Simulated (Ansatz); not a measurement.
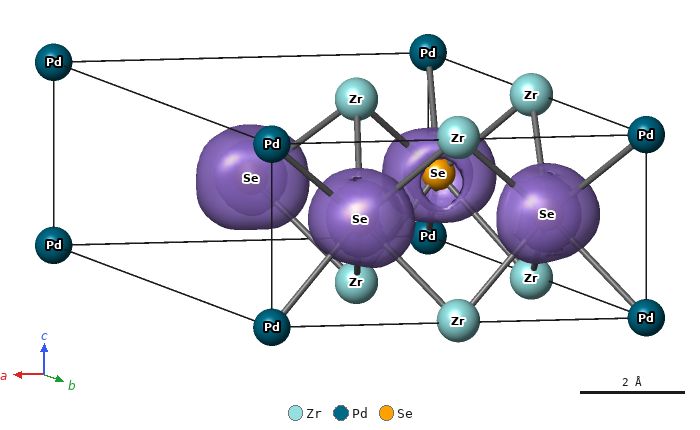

Figure 1: Zr₃PdSe₄. Isosurface of the ELF at 0.75 (purple), seen at an oblique angle. Core shells and regions of very low density are left out. Sticks mark near contacts.

Space group P-6m2; a generated structure, not necessarily the stable one; changed on purpose from its base cell (volume × 1.03, shape and atoms relaxed); computed pressure about −3 GPa in this cell.

Computed with DFT PBE, scalar-relativistic, plane waves, PAW (Ansatz).

In a PAW calculation such maps are meaningful between the atoms, not at the nuclei.

**Where are the electrons localised?**

The ELF exceeds this value in four regions wrapped around Se (the valence shell of each), counted in one cell of 8 atoms. Any copies at cell faces, edges or corners count once. Along the contacts the grid gives the following. Zr–Se (2.73 Å): the ELF is about 0.35 at the midpoint. Pd–Se (2.78 Å): the ELF is about 0.25 at the midpoint.
